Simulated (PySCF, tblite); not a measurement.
# C₄H₉P₂Si radical: geometry, infrared bands and EPR parameters

Wanted: the infrared bands and EPR parameters of C₄H₉P₂Si radical (`C#CCC[Si](P)P`), by calculation.

Programs: tblite 0.8.0 and PySCF 2.14.0, with density-fitted response routines of our own. Each step states its level of theory. These are calculated values for one molecule in the gas phase, unless marked as measured. Atoms count from 0, in the outputs and in this text.

### Step 1. Starting geometry

16 atoms, charge 0, multiplicity 2; geometry from: force field or distance geometry start.

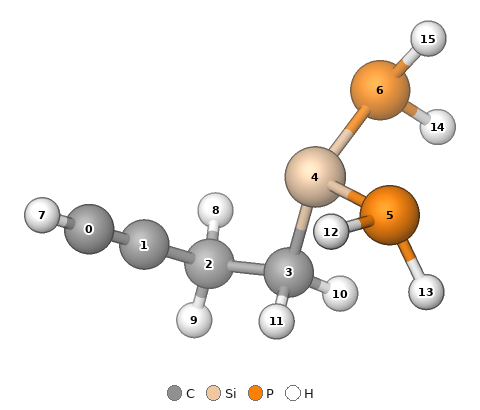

As it starts; carbon grey, silicon light orange, phosphorus orange, hydrogen white, atoms numbered.

### Step 2. Relaxing the molecule with GFN2-xTB

What the job is given:

```
{"job": {"kind": "relax", "xc": "GFN2-xTB", "basis": "xTB"}, "charge": 0, "multiplicity": 2}
C      2.689400     0.031300     1.761300
C      2.216100    -0.227500     0.663900
C      1.674500    -0.543600    -0.664800
C      0.386300     0.263500    -0.863400
Si    -0.899300    -0.156000     0.430200
P     -2.176200     1.659300     0.621400
P     -2.083600    -1.922600    -0.093900
H      3.076900     0.266000     2.726000
H      1.406500    -1.632400    -0.656300
H      2.420100    -0.283000    -1.419300
H     -0.042500     0.185700    -1.871200
H      0.695100     1.328100    -0.744500
H     -1.514500     2.483300     1.633600
H     -2.070700     2.361000    -0.648100
H     -2.407900    -2.018400    -1.499800
H     -3.377800    -1.785700     0.613700
```

Run with:

```
OMP_NUM_THREADS=1 python probes_run.py task.json out
```

This one command runs all jobs of the session in turn.

The log of the run:

```text
step      E/eV     max force
  0    -537.22800    2.167
  1    -537.39707    5.586
  2    -537.78549    1.554
  3    -538.00077    1.368
  4    -538.21889    0.857
  5    -538.27230    0.533
  6    -538.29576    0.392
  7    -538.30856    0.238
  8    -538.31612    0.263
  9    -538.32336    0.237
 10    -538.32856    0.259
 11    -538.33427    0.213
 12    -538.34069    0.245
 13    -538.34698    0.264
 14    -538.35203    0.301
 15    -538.35647    0.246
 16    -538.36024    0.140
 17    -538.36332    0.130
 18    -538.36590    0.137
 19    -538.36855    0.172
 20    -538.37175    0.180
 21    -538.37514    0.147
 22    -538.37798    0.119
 23    -538.38030    0.127
 24    -538.38270    0.117
 25    -538.38512    0.122
 26    -538.38706    0.101
 27    -538.38866    0.139
 28    -538.39055    0.173
 29    -538.39321    0.184
 30    -538.39625    0.153
 31    -538.39848    0.102
 32    -538.39974    0.083
 33    -538.40055    0.093
 34    -538.40136    0.071
 35    -538.40225    0.066
 36    -538.40309    0.070
 37    -538.40401    0.100
 38    -538.40530    0.119
 39    -538.40723    0.107
 40    -538.40969    0.096
 41    -538.41214    0.120
 42    -538.41437    0.120
 43    -538.41651    0.147
 44    -538.41838    0.153
 45    -538.42057    0.192
 46    -538.42305    0.161
 47    -538.42760    0.157
 48    -538.43030    0.155
 49    -538.43535    0.185
 50    -538.43889    0.156
 51    -538.43930    0.385
 52    -538.44628    0.140
 53    -538.45039    0.110
 54    -538.45701    0.135
 55    -538.45983    0.152
 56    -538.46600    0.162
 57    -538.46969    0.210
 58    -538.47256    0.320
 59    -538.47799    0.148
 60    -538.48172    0.133
 61    -538.48643    0.146
 62    -538.49057    0.209
 63    -538.49559    0.202
 64    -538.49925    0.135
 65    -538.50096    0.255
 66    -538.50348    0.140
 67    -538.50570    0.127
 68    -538.51100    0.181
 69    -538.51312    0.193
 70    -538.51884    0.194
 71    -538.52292    0.128
 72    -538.52368    0.278
 73    -538.52806    0.128
 74    -538.53025    0.125
 75    -538.54053    0.238
 76    -538.54545    0.246
 77    -538.55704    0.223
 78    -538.56335    0.131
 79    -538.54437    0.743
 80    -538.56819    0.093
 81    -538.56991    0.074
 82    -538.57225    0.338
 83    -538.57469    0.120
 84    -538.57618    0.084
 85    -538.58002    0.140
 86    -538.58142    0.137
 87    -538.58393    0.121
 88    -538.58755    0.166
 89    -538.58881    0.247
 90    -538.59067    0.133
 91    -538.59204    0.083
 92    -538.59281    0.055
 93    -538.59358    0.061
 94    -538.59423    0.066
 95    -538.59506    0.066
 96    -538.59583    0.053
 97    -538.59651    0.072
 98    -538.59715    0.076
 99    -538.59790    0.070
100    -538.59913    0.085
101    -538.60111    0.104
102    -538.60362    0.097
103    -538.60601    0.100
104    -538.60795    0.109
105    -538.60874    0.286
106    -538.61085    0.203
107    -538.61172    0.559
108    -538.61443    0.150
109    -538.61572    0.110
110    -538.61630    0.076
111    -538.61693    0.046
112    -538.61744    0.062
113    -538.61786    0.048
114    -538.61813    0.031
115    -538.61829    0.026
116    -538.61842    0.027
117    -538.61861    0.038
118    -538.61891    0.046
119    -538.61934    0.051
120    -538.61981    0.057
121    -538.62026    0.056
122    -538.62073    0.049
123    -538.62131    0.047
124    -538.62193    0.055
125    -538.62241    0.050
126    -538.62271    0.043
127    -538.62300    0.080
128    -538.62340    0.050
129    -538.62420    0.067
130    -538.62455    0.059
131    -538.62503    0.046
132    -538.62539    0.047
133    -538.62577    0.053
134    -538.62610    0.065
135    -538.62644    0.059
136    -538.62676    0.051
137    -538.62700    0.034
138    -538.62716    0.029
139    -538.62730    0.040
140    -538.62742    0.029
141    -538.62753    0.031
142    -538.62768    0.043
143    -538.62795    0.057
144    -538.62844    0.087
145    -538.62915    0.068
146    -538.62987    0.068
147    -538.63049    0.077
148    -538.63120    0.104
149    -538.63224    0.133
150    -538.63358    0.135
151    -538.63482    0.121
152    -538.63575    0.068
153    -538.63634    0.051
154    -538.63661    0.068
155    -538.63668    0.067
156    -538.63689    0.037
157    -538.63700    0.028
158    -538.63715    0.029
159    -538.63738    0.067
160    -538.63764    0.050
161    -538.63803    0.124
162    -538.63866    0.129
163    -538.63960    0.102
164    -538.64042    0.049
165    -538.64121    0.065
166    -538.64165    0.100
167    -538.64190    0.045
168    -538.64210    0.088
169    -538.64231    0.057
170    -538.64257    0.050
171    -538.64270    0.061
172    -538.64289    0.035
173    -538.64302    0.031
174    -538.64311    0.027
175    -538.64319    0.030
176    -538.64327    0.033
177    -538.64336    0.020
178    -538.64344    0.024
179    -538.64355    0.026
180    -538.64371    0.030
181    -538.64388    0.025
182    -538.64400    0.028
183    -538.64410    0.027
184    -538.64419    0.023
185    -538.64427    0.026
186    -538.64433    0.022
187    -538.64438    0.017
188    -538.64442    0.013
189    -538.64446    0.021
190    -538.64451    0.025
191    -538.64456    0.019
192    -538.64464    0.021
193    -538.64473    0.023
194    -538.64486    0.031
195    -538.64504    0.043
196    -538.64525    0.041
197    -538.64541    0.031
198    -538.64552    0.027
199    -538.64560    0.022
200    -538.64569    0.033
201    -538.64584    0.036
202    -538.64596    0.033
203    -538.64603    0.026
204    -538.64606    0.015
205    -538.64608    0.011
206    -538.64610    0.014
207    -538.64612    0.009
```

It took 1.5 s on 1 thread of Arm Neoverse V2, shared host.

Step by step: (not every step is listed)

| step | energy from step 0 (eV) | largest force (eV/Å) |
| --- | --- | --- |
| 0 | 0.0000 | 2.1665 |
| 1 | -0.1691 | 5.5861 |
| 2 | -0.5575 | 1.5536 |
| 3 | -0.7728 | 1.3676 |
| 4 | -0.9909 | 0.8575 |
| 5 | -1.0443 | 0.5328 |
| 6 | -1.0678 | 0.3916 |
| 7 | -1.0806 | 0.2379 |
| 8 | -1.0881 | 0.2635 |
| 27 | -1.1607 | 0.1387 |
| 46 | -1.1951 | 0.1610 |
| 65 | -1.2730 | 0.2555 |
| 84 | -1.3482 | 0.0836 |
| 103 | -1.3780 | 0.0996 |
| 122 | -1.3927 | 0.0492 |
| 141 | -1.3995 | 0.0312 |
| 160 | -1.4096 | 0.0496 |
| 179 | -1.4156 | 0.0265 |
| 198 | -1.4175 | 0.0270 |
| 202 | -1.4180 | 0.0326 |
| 203 | -1.4180 | 0.0260 |
| 204 | -1.4181 | 0.0149 |
| 205 | -1.4181 | 0.0110 |
| 206 | -1.4181 | 0.0137 |
| 207 | -1.4181 | 0.0087 |

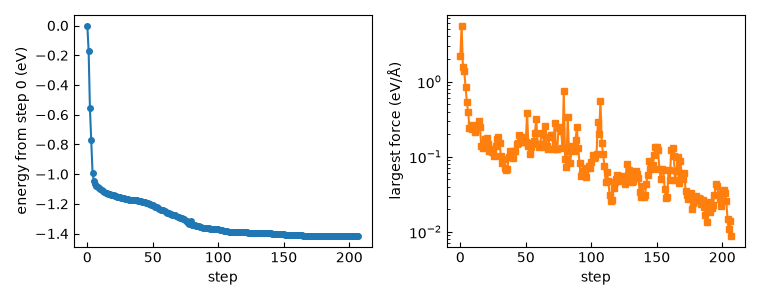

Energy and force, step by step.

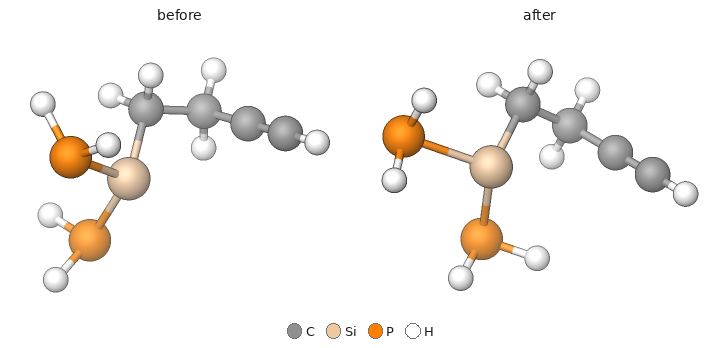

The geometry before (left) and after (right).

Close pairs (by a distance rule), those that changed most:

| bond | before (Å) | after (Å) | change (Å) |
| --- | --- | --- | --- |
| P6–H15 | 1.481 | 1.383 | -0.098 |
| P5–H12 | 1.463 | 1.384 | -0.080 |
| Si4–P6 | 2.190 | 2.268 | +0.078 |
| P5–H13 | 1.454 | 1.383 | -0.072 |
| P6–H14 | 1.446 | 1.385 | -0.061 |
| C3–Si4 | 1.871 | 1.930 | +0.059 |
| Si4–P5 | 2.228 | 2.269 | +0.042 |
| C0–C1 | 1.223 | 1.197 | -0.026 |

The end geometry stands in the next job.

### Step 3. Vibrational analysis with GFN2-xTB

What the job is given:

```
{"job": {"kind": "ir", "xc": "GFN2-xTB", "basis": "xTB"}, "charge": 0, "multiplicity": 2}
C      2.331622    -0.762819     1.747056
C      1.958207    -0.701087     0.611482
C      1.492790    -0.592816    -0.754097
C      0.591584     0.627953    -0.932168
Si    -0.944791     0.524672     0.232165
P     -2.500387     1.873995    -0.721513
P     -1.628986    -1.633296     0.092894
H      2.666959    -0.831513     2.738431
H      0.932469    -1.501131    -1.007826
H      2.358871    -0.532963    -1.421157
H      0.248833     0.678290    -1.968577
H      1.162882     1.536627    -0.736114
H     -3.356660     1.868960     0.365177
H     -1.892059     3.047778    -0.316152
H     -2.671129    -1.499668     0.995209
H     -0.757805    -2.094038     1.063780
```

The log of the run:

```text
mode    cm-1     km/mol
  1      30.0      0.41
  2      58.5      1.06
  3      87.8      0.20
  4      93.7      8.21
  5     108.8      2.68
  6     133.4      3.52
  7     162.4      6.11
  8     185.1      2.62
  9     248.7      2.40
 10     309.9      0.56
 11     394.5      8.51
 12     464.1      4.88
 13     498.5     51.12
 14     631.2     41.93
 15     642.8     10.34
 16     645.6     27.03
 17     654.7     24.50
 18     664.0      1.21
 19     680.8      8.44
 20     701.7     29.95
 21     748.7     27.10
 22     923.5     14.27
 23     935.3      2.00
 24    1075.4      5.01
 25    1109.2      1.14
 26    1137.9     21.73
 27    1142.5     12.06
 28    1152.7      2.53
 29    1254.2      1.82
 30    1311.5      1.55
 31    1446.9      3.66
 32    1454.8      3.81
 33    2291.7      7.32
 34    2299.4     17.02
 35    2302.2    112.40
 36    2381.7     92.60
 37    2389.9    159.40
 38    2909.5     42.48
 39    2940.9     30.96
 40    2954.3     24.56
 41    2983.3     19.08
 42    3398.5      4.38
```

Wall time 0.58 s (1 thread of Arm Neoverse V2, shared host).

Which atoms move in the most intense modes:

| cm⁻¹ | km/mol | atoms |
| --- | --- | --- |
| 498 | 51.1 | Si4 48 %, P5 13 % |
| 631 | 41.9 | H7 26 %, C3 20 %, H12 13 % |
| 702 | 29.9 | Si4 21 %, H12 18 %, H13 17 %, H15 15 % |
| 2302 | 112.4 | H12 42 %, H13 38 % |
| 2382 | 92.6 | H15 51 %, H14 37 % |
| 2390 | 159.4 | H13 46 %, H12 42 % |
| 2910 | 42.5 | H8 85 % |
| 2941 | 31.0 | H9 84 % |

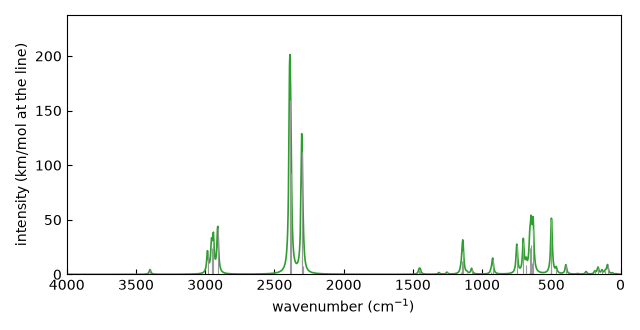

The infrared spectrum from these modes, unscaled. Lines are broadened to a width of 14 cm⁻¹ (Lorentzian).

### Step 4. g tensor and hyperfine couplings: B3LYP/pcH-1

The job, as its differences from that of step 3:

```diff
@@ -1,2 +1,2 @@
-{"job": {"kind": "ir", "xc": "GFN2-xTB", "basis": "xTB"}, "charge": 0, "multiplicity": 2}
+{"job": {"kind": "epr", "basis": "pcH-1"}, "charge": 0, "multiplicity": 2}
 C      2.331622    -0.762819     1.747056
```

With the program's defaults for keys left out, this is: UKS B3LYP, pcH-1 on C H P Si, non-relativistic, mean-field spin-orbit, GIAO.

The log of the run:

```text
UKS, coarse grid
  cycle   1  E = -1129.92776979  |g| = 3.53e-01
  cycle   2  E = -1129.91952518  |g| = 3.48e-01
  cycle   3  E = -1129.98265667  |g| = 6.15e-02
  cycle   4  E = -1129.98418338  |g| = 2.78e-02
  cycle   5  E = -1129.98453723  |g| = 1.17e-02
  cycle   6  E = -1129.98459129  |g| = 6.00e-03
  cycle   7  E = -1129.98460986  |g| = 6.93e-04
  cycle   8  E = -1129.98460954  |g| = 4.30e-04
UKS, final grid
  cycle   1  E = -1129.98461694  |g| = 6.08e-04
  cycle   2  E = -1129.98461668  |g| = 8.79e-04
  cycle   3  E = -1129.98461718  |g| = 7.26e-05
  cycle   4  E = -1129.98461718  |g| = 2.98e-05
E = -1129.98461718 Eh   <S^2> = 0.7527 (exact 0.7500)
g shifts (ppm)      1          2          3
  rmc          -154       -154       -154
  gc             22         55         59
  oz_so        -759       1952       5015
  total        -891       1852       4919
hyperfine (MHz)  atom isotope    a_iso     a_fc   dipolar eigenvalues
    0   13C       3.11       3.11     -1.18     -1.10      2.29
    1   13C      -0.48      -0.48     -0.81     -0.26      1.08
    2   13C      -1.23      -1.23     -0.56     -0.31      0.87
    3   13C      18.92      18.89     -4.54     -4.06      8.59
    4  29Si    -508.50    -509.15   -144.40     71.50     72.89
    5   31P     -11.02     -10.60    -55.67    -49.06    104.73
    6   31P     -10.55     -10.14    -55.27    -48.51    103.78
    7    1H      -0.73      -0.73     -1.20     -0.74      1.94
    8    1H      -0.09      -0.09     -1.57     -1.05      2.62
    9    1H       3.71       3.71     -1.11     -0.74      1.85
   10    1H      34.29      34.29     -3.72      0.40      3.32
   11    1H       5.31       5.31     -3.95     -2.29      6.24
   12    1H      13.83      13.82     -3.70     -0.41      4.11
   13    1H      15.90      15.89     -3.82     -0.43      4.24
   14    1H       6.70       6.68     -3.65     -0.24      3.88
   15    1H      22.48      22.47     -3.87     -0.52      4.39
```

It took 88 s on 1 thread of Arm Neoverse V2, shared host; peak memory 1 GiB.

Principal g values 2.00143, 2.00417, 2.00724; g(iso) = 2.00428, against 2.00232 for a free electron.

Mean a(iso) over the nuclei that a row names, and the largest dipolar term of the row (other rows stand at the frozen geometry):

| nuclei | isotope | a(iso) (MHz) | a(iso) (G, at g = 2.0023) | largest dipolar term (MHz) |
| --- | --- | --- | --- | --- |
| Si4 | 29Si | -508.5 | -181.4 | -144.4 |
| H10, H11 | 1H | 19.8 | 7.1 | 6.2 |
| C3 | 13C | 18.9 | 6.7 | 8.6 |
| H12, H13, H14, H15 | 1H | 14.7 | 5.3 | 4.4 |
| P5, P6 | 31P | -10.8 | -3.8 | 104.7 |
| C0 | 13C | 3.1 | 1.1 | 2.3 |
| H8, H9 | 1H | 1.8 | 0.6 | 2.6 |
| C2 | 13C | -1.2 | -0.4 | 0.9 |
| H7 | 1H | -0.7 | -0.3 | 1.9 |
| C1 | 13C | -0.5 | -0.2 | 1.1 |

Mulliken spin populations:

C0 0.01; C1 0.00; C2 0.00; C3 0.01; Si4 0.75; P5 0.11; P6 0.11; H7 0.00; H8 0.00; H9 0.00; H10 0.01; H11 0.00; H12 0.00; H13 0.00; H14 0.00; H15 0.01

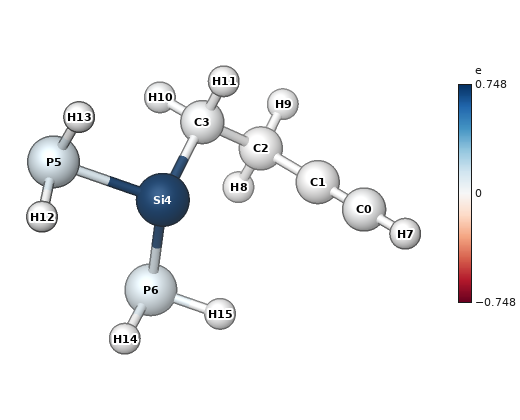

Mulliken spin populations, as colours on the atoms.

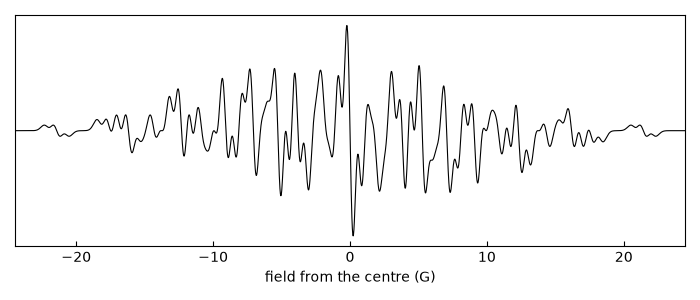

First-order isotropic spectrum (first derivative, main isotopes with spin only, couplings over 0.8 MHz, Gaussian width 0.3 G; couplings of the frozen geometry, rotation of groups not averaged beyond the rows shown).

Orbitals, density, ELF and potential are computed afterwards from the orbital file.

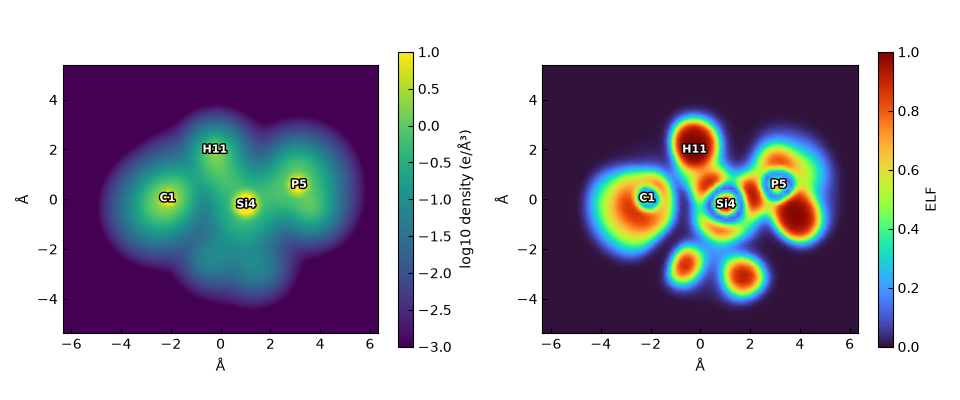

Density (left) and ELF (right) in a plane through or near 4 of the atoms.

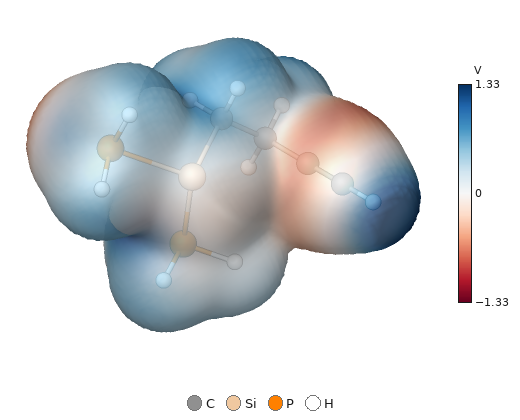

The potential that a unit positive charge feels on the 0.002 e/bohr³ surface, from -0.84 V near P5 to 1.33 V near H7.

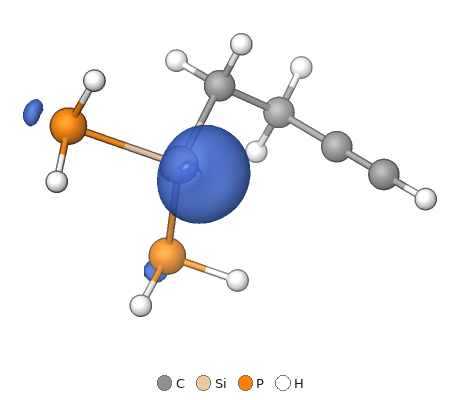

Spin density at ±0.07 e/Å³ (alpha excess blue, beta excess red).

### Step 5. Summary of results

```
                                                                  quantity                    value
                                 strongest single infrared mode (GFN2-xTB)    2390 cm⁻¹, 159 km/mol
                                              zero-point energy (GFN2-xTB)            68.5 kcal/mol
                                                            g(iso) (B3LYP)                  2.00428
                                                                      ⟨S²⟩       0.753 (exact 0.75)
                                        largest a(iso) (averaged by class)  29Si on Si4, -508.5 MHz
potential on the surface of density 0.002 e/bohr³, 1st and 99th percentile       -0.84 V and 1.33 V
```

In words: Over 207 steps the energy fell by 1.418 eV; of the close pairs, P6–H15 changed most, 1.481 to 1.383 Å. All 42 modes are real, so the xTB geometry is a minimum. The strongest single mode, at 2390 cm⁻¹, moves mainly H13 and H12. Unscaled tight-binding wavenumbers are off by several per cent, some by more. Its intensities can rank the bands wrongly. Si4 carries the largest spin population, 0.75 e. The isotropic g lies 2.0 ppt above the free-electron value. These values are for one conformer; the search (at its own cheap level) found 2 more, at 0.05, 1.11 kcal/mol, and measured spectra average over such forms.
